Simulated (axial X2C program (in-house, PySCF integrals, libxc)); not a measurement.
# TaC⁻: bond curves with and without spin–orbit coupling

What are the state, bond length, wavenumber and bond energy of TaC⁻, and what does spin–orbit coupling change?

Computed with an in-house X2C program for linear molecules on PySCF integrals. Level: all-electron X2C, Ta dyall-acv3z, C dyall-av3z.

All values are calculated.

## Step 1: Set-up

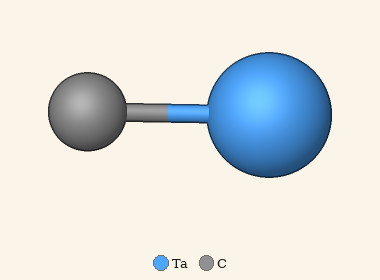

The two atoms at 1.930 Å (tantalum blue, carbon grey).

The input, task.json:

```json
{
 "zs": [
  73,
  6
 ],
 "q": -1,
 "bas": [
  "dyall-acv3z",
  "dyall-av3z"
 ],
 "levels": [
  "PBE0",
  "HF",
  "PBE"
 ],
 "cc": true,
 "r0": 1.93,
 "thr": -1.0,
 "nmax": 90,
 "npts": 10,
 "nst": 2,
 "ntry": 6
}
```

Keys: zs atomic numbers; q charge; bas basis sets; levels methods (HF also brings MP2); cc coupled cluster on or off; r0 starting distance in Å; thr threshold in hartree for freezing inner shells (an s shell follows its p shell); nmax most natural virtual spinors; npts points asked for on the curve; nst determinants followed; ntry starts of the search.

Launch:

```bash
$ python so2c.py task.json out
```

Spin-free means the one-electron spin-free X2C Hamiltonian; two-component (2c) means X2C with spin–orbit coupling and atomic mean-field two-electron Coulomb and Gaunt terms. Basis: Ta dyall-acv3z contracted to [14s15p10d7f4g], C dyall-av3z contracted to [8s7p3d2f]; Gaussian nuclei, density fitting. Masses: Ta 180.948 u, C 12.000 u.

Notation: σ, π±, δ± give the projection m of an orbital's angular momentum (0, ±1, ±2), α and β its spin, Λ and M_S the sums; ω is the projection of a spinor's total angular momentum and Ω the sum. Logs are in hartree.

The results follow Hamiltonian by Hamiltonian and level by level.

## Step 2: Search for the lowest determinant

PBE0 moves the distance from 1.930 Å to 1.737 Å and compares determinants there.

Spin-free determinants:

```tsv
ΔE (eV)	state	open shells
0.00	M_S = 0, Λ = 0	closed shell
0.69	M_S = 1, Λ = 2	beyond closed shells: σα, δ+α
1.35	M_S = 1, Λ = 1	beyond closed shells: π+α, π-α, π-β, δ+α
1.56	M_S = 1, Λ = 1	beyond closed shells: σα, π+α
1.65	M_S = 0, Λ = 1	beyond closed shells: σα, π+β
1.71	M_S = 2, Λ = 0	beyond closed shells: 2 × σα, δ+α, δ-α
1.83	M_S = 1, Λ = 0	beyond closed shells: 2 × σα
```

Two-component determinants:

```json
{"ΔE (eV)": "0.00", "state": "Ω = 0", "open shells": "closed shell"}
{"ΔE (eV)": "0.49", "state": "Ω = 1", "open shells": "excess of +ω over −ω: ω = -1/2, ω = 3/2"}
{"ΔE (eV)": "0.69", "state": "Ω = 2", "open shells": "excess of +ω over −ω: ω = 1/2, ω = 3/2"}
{"ΔE (eV)": "0.87", "state": "Ω = 3", "open shells": "excess of +ω over −ω: ω = 1/2, ω = 5/2"}
{"ΔE (eV)": "1.07", "state": "Ω = 2", "open shells": "excess of +ω over −ω: ω = -1/2, ω = 5/2"}
{"ΔE (eV)": "1.22", "state": "Ω = 3", "open shells": "excess of +ω over −ω: 2 × ω = 3/2"}
{"ΔE (eV)": "1.53", "state": "Ω = 1", "open shells": "excess of +ω over −ω: 2 × ω = 1/2"}
```

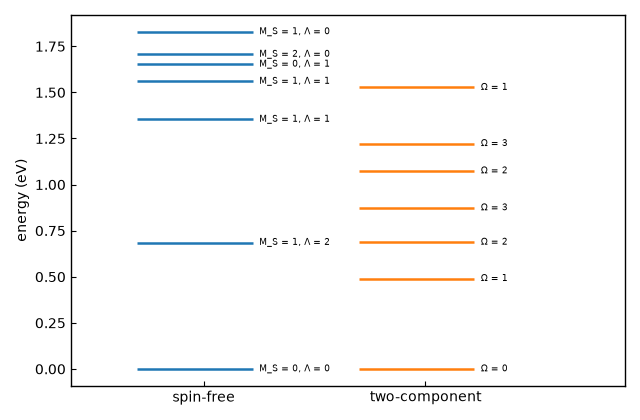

The determinants found, each set from its own lowest.

## Step 3: PBE0, spin-free

State followed: M_S = 0, Λ = 0 (closed shell). The scan is laid around 1.737 Å, a first estimate of the minimum, and this SCF restarts from the orbitals of the search.

The SCF at the reference distance of 1.737 Å:

```text
spin-free X2C-1e  PBE0
basis functions 252  fitting functions 1256  grid points 5074
iter        total energy     max residual
   1     -15643.262379936     3.48e-05
   2     -15643.262379713     1.31e-04
   3     -15643.262379957     1.09e-05
   4     -15643.262379958     7.47e-07
converged
one-electron -21749.93961731  Coulomb 6299.27382947  exact exchange -80.17385482  xc functional -245.85947788  nuclear repulsion 133.43674058
```

Along the bond, energies from the lowest point:

| R (Å) | E (eV) | μ (D) | HOMO (eV) | LUMO (eV) | iterations |
| --- | --- | --- | --- | --- | --- |
| 1.511 | 1.6274 | -1.74 | -0.04 | 1.90 | 15 |
| 1.581 | 0.6960 | -2.64 | -0.18 | 1.91 | 15 |
| 1.633 | 0.2833 | -3.25 | -0.28 | 1.91 | 13 |
| 1.685 | 0.0640 | -3.80 | -0.36 | 1.91 | 15 |
| 1.737 | 0.0000 | -4.30 | -0.40 | 1.90 | 4 |
| 1.798 | 0.0798 | -4.82 | -0.39 | 1.90 | 14 |
| 1.859 | 0.2867 | -5.28 | -0.35 | 1.90 | 14 |
| 1.937 | 0.6869 | -5.79 | -0.28 | 1.89 | 14 |
| 2.032 | 1.3076 | -6.29 | -0.21 | 1.89 | 18 |
| 2.171 | 2.3362 | -6.84 | -0.11 | 1.87 | 18 |

Dipoles are positive if C is the positive end and refer to the centre of mass.

Outer orbitals at the reference distance:

| symmetry | occupied | ε (eV) | atomic character |
| --- | --- | --- | --- |
| φ+α | yes | -23.47 | 100% Ta f |
| φ-α | yes | -23.47 | 100% Ta f |
| δ+α | yes | -23.06 | 100% Ta f |
| δ-α | yes | -23.06 | 100% Ta f |
| π-α | yes | -22.82 | 100% Ta f |
| π+α | yes | -22.82 | 100% Ta f |
| σα | yes | -22.78 | 100% Ta f |
| σα | yes | -8.23 | 56% C s, 20% Ta d, 11% Ta s |
| π-α | yes | -1.13 | 50% Ta d, 43% C p, 2% Ta p |
| π+α | yes | -1.13 | 50% Ta d, 43% C p, 2% Ta p |
| σα | yes | -0.72 | 48% Ta s, 27% Ta d, 11% C p |
| σα | yes | -0.40 | 47% C p, 20% Ta d, 19% Ta p |
| σα | no | 1.90 | 95% Ta p, 3% Ta s |
| π-α | no | 1.96 | 98% Ta p |
| π+α | no | 1.96 | 98% Ta p |
| σα | no | 2.48 | 90% Ta s, 6% Ta p, 2% C p |

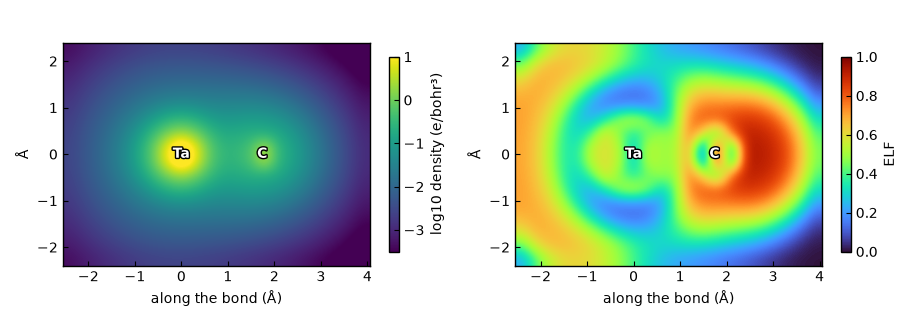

PBE0 fields in a plane through the axis, from a grid of 0.3 Å; Ta lies at z = 0 and C at z = 1.737 Å; the ELF is damped to zero where the density is low.

Re = 1.736 Å, ωe = 1050 cm⁻¹, ωexe = 3.35 cm⁻¹, Be = 0.4971 cm⁻¹, De = 5.83 eV, μ = -4.29 D.

## Step 4: HF, spin-free

Output at 1.737 Å:

```text
spin-free X2C-1e  HF
basis functions 252  fitting functions 1256  grid points 5074
iter        total energy     max residual
   1     -15637.924466553     5.88e-01
   2     -15637.969349968     2.36e-02
   3     -15637.970361601     2.71e-02
   4     -15637.973114206     1.38e-03
   5     -15637.973297555     1.01e-03
   6     -15637.973348544     9.45e-04
   7     -15637.973382802     2.66e-04
   8     -15637.973389950     1.24e-04
   9     -15637.973391329     2.55e-05
  10     -15637.973391370     1.43e-05
  11     -15637.973391381     4.23e-06
  12     -15637.973391383     1.26e-06
  13     -15637.973391384     7.98e-07
converged
one-electron -21750.20587204  Coulomb 6299.69029209  exact exchange -320.89455201  xc functional 0.00000000  nuclear repulsion 133.43674058
```

Re = 1.703 Å, ωe = 1113 cm⁻¹, ωexe = 3.62 cm⁻¹, Be = 0.5164 cm⁻¹, De = 1.55 eV, μ = -3.71 D.

## Step 5: PBE, spin-free

Output at 1.737 Å:

```text
spin-free X2C-1e  PBE
basis functions 252  fitting functions 1256  grid points 5074
iter        total energy     max residual
   1     -15643.522909355     1.96e-01
   2     -15643.526677582     1.89e-02
   3     -15643.512764582     3.68e-02
   4     -15643.515104573     3.21e-02
   5     -15643.528298359     7.11e-03
   6     -15643.529001810     9.93e-04
   7     -15643.529054406     2.29e-04
   8     -15643.529055455     2.62e-05
   9     -15643.529055477     1.99e-05
  10     -15643.529055483     1.17e-06
  11     -15643.529055483     2.18e-07
converged
one-electron -21748.40128675  Coulomb 6297.67825832  exact exchange 0.00000000  xc functional -326.24276763  nuclear repulsion 133.43674058
```

Re = 1.760 Å, ωe = 998 cm⁻¹, ωexe = 3.51 cm⁻¹, Be = 0.4834 cm⁻¹, De = 6.52 eV, μ = -4.38 D.

## Step 6: MP2 and beyond, spin-free

Correlated methods: 10 electrons correlated (frozen shells, counted by type: Ta 5 s, 4 p, 2 d, 1 f; C 1 s), 336 virtual spinors in MP2, 88 natural virtuals in coupled cluster.

Output of the correlated part at 1.737 Å:

```text
correlated 10  virtual 336  natural virtual 88  E(MP2) -0.365748381  MP2 remainder -0.021601976
iter   CCSD correlation   residual
   1     -0.290051152   3.22e-01
   2     -0.315374451   1.61e-01
   3     -0.319424939   4.90e-02
   4     -0.320002529   2.21e-02
   5     -0.320482384   9.53e-03
   6     -0.320444746   3.46e-03
   7     -0.320433931   1.50e-03
   8     -0.320463053   4.87e-04
   9     -0.320465752   1.60e-04
  10     -0.320464174   5.59e-05
  11     -0.320464797   2.17e-05
  12     -0.320464063   8.90e-06
  13     -0.320464264   3.61e-06
  14     -0.320464125   1.99e-06
  15     -0.320464116   7.97e-07
(T) -0.027010948  T1 0.0536  D1 0.0768  max T2 0.125
```

T1 in the output is the amplitude norm over the root of the electron number; divide by √2 for the Lee–Taylor value.

MP2: No constants are quoted: the points don't follow one smooth fit.

CCSD: Re = 1.757 Å, ωe = 1021 cm⁻¹, ωexe = 3.53 cm⁻¹, Be = 0.4855 cm⁻¹, De = 5.45 eV. T1 at Re = 0.039 (Lee–Taylor, the printed value over √2).

CCSD(T): Re = 1.777 Å, ωe = 973 cm⁻¹, ωexe = 3.23 cm⁻¹, Be = 0.4744 cm⁻¹, De = 5.96 eV. T1 at Re = 0.040 (Lee–Taylor, the printed value over √2).

## Step 7: A higher determinant, spin-free

State: M_S = 1, Λ = 2 (beyond closed shells: σα, δ+α).

Output at the reference distance:

```text
spin-free X2C-1e  PBE0
basis functions 252  fitting functions 1256  grid points 5074
iter        total energy     max residual
   1     -15643.237176618     3.20e-05
   2     -15643.237176584     6.20e-05
   3     -15643.237176670     2.81e-05
   4     -15643.237176676     2.47e-05
   5     -15643.237176683     8.34e-06
   6     -15643.237176687     7.46e-06
   7     -15643.237176688     2.44e-06
converged
one-electron -21751.15584039  Coulomb 6300.55896924  exact exchange -80.19108075  xc functional -245.88596537  nuclear repulsion 133.43674058
```

| R (Å) | E above the lowest PBE0 point (eV) |
| --- | --- |
| 1.511 | 2.638 |
| 1.581 | 1.703 |
| 1.633 | 1.252 |
| 1.685 | n/a |
| 1.737 | 0.686 |
| 1.798 | 0.612 |
| 1.859 | 0.677 |
| 1.937 | 0.910 |
| 2.032 | 1.347 |

No constants are quoted: the dipole of the solution doesn't run smoothly along the scan, a sign that its character may change, so the fit is set aside.

## Step 8: The spin-free curves together

Energy (eV) of the followed determinant, spin-free, from each level's lowest point:

| R (Å) | PBE0 | HF | MP2 | CCSD | CCSD(T) | PBE |
| --- | --- | --- | --- | --- | --- | --- |
| 1.511 | 1.627 | 1.259 | 2.423 | n/a | n/a | 1.881 |
| 1.581 | 0.696 | 0.455 | 1.270 | 0.862 | 1.014 | 0.868 |
| 1.633 | 0.283 | 0.133 | 0.691 | 0.390 | 0.500 | 0.397 |
| 1.685 | 0.064 | 0.000 | 0.308 | 0.115 | 0.183 | 0.120 |
| 1.737 | 0.000 | 0.019 | 0.087 | 0.000 | 0.025 | 0.000 |
| 1.798 | 0.080 | 0.190 | 0.000 | 0.026 | 0.000 | 0.016 |
| 1.859 | 0.287 | 0.482 | 0.074 | 0.185 | 0.107 | 0.160 |
| 1.937 | 0.687 | 0.973 | 0.410 | 0.529 | 0.388 | 0.482 |
| 2.032 | 1.308 | 1.663 | 1.196 | n/a | n/a | 1.009 |
| 2.171 | 2.336 | 2.696 | 2.594 | n/a | n/a | 1.909 |

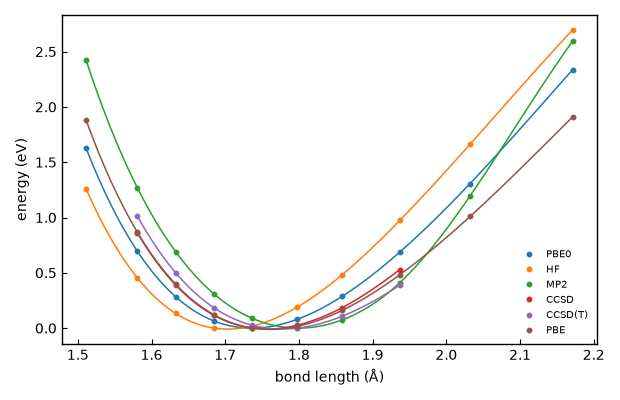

Curves of the followed state, spin-free, each from its own lowest point.

(Part 1 of 2 ends here.)
